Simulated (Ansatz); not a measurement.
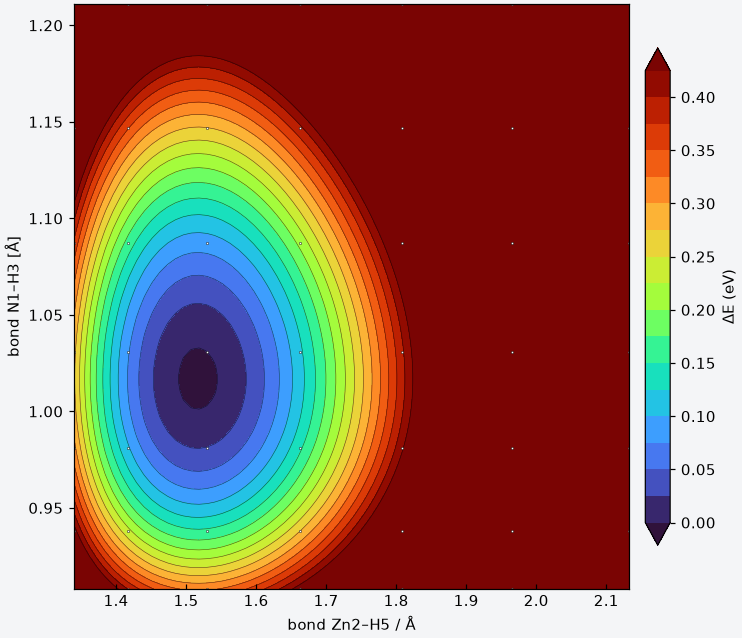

H3NZn, SMILES [NH2][ZnH]. Two internal coordinates are moved rigidly from the geometry relaxed at PBE0-D4/def2-TZVP, all others fixed. The first coordinate is: bond Zn2–H5; the second: bond N1–H3. The scan uses a 7 × 7 grid. All energies are given in eV relative to the lowest grid point. The calculation used Ansatz, RKS PBE-D4/def2-TZVPP.

The picture shows filled contours, dots at the grid points, one colour for all values above the top of the scale. Between grid points the surface is interpolated.

Where is the minimum, and how stiff is the well along each coordinate?

Answer. The interpolated minimum is at bond Zn2–H5 ≈ 1.515 Å, bond N1–H3 ≈ 1.017 Å. The curvatures there are about 14 eV/Å² and 43 eV/Å², with a cross term of about 0 eV/Å². Round the minimum the two coordinates are nearly uncoupled.
